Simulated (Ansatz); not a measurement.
# Response to strain in WSi2

Start from WSi$_{2}$ (space group I4/mmm, No. 139; a = 3.1853 Å, c = 7.7731 Å; relaxed with 0.1 eV smearing). Axes: x, y, z lie along a, b, c of the conventional cell.

Strains are applied to the cell and any free atomic positions relax.

Calculations: DFT with LDA, PAW potentials and a 420 eV plane-wave cutoff in Ansatz (a program for electronic structure), no SOC.

Notes on the quantities. energy relative to the base: free energy F.

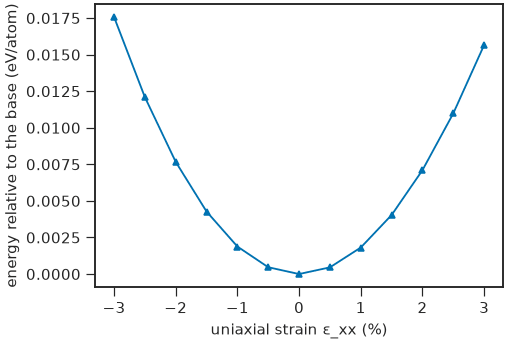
*Energy relative to the base against uniaxial strain ε_xx*

### Question
From the plot, what is the energy relative to the base for uniaxial strain ε_xx = +1.00 %?

### Answer
About 0.002 eV/atom.

### Question
Is the trend monotonic over the range shown?

### Answer
No, it turns within the range, spanning 0 meV/atom to +18 meV/atom.

Whether these cells are dynamically stable was not tested. The final runs are not spin-polarised.
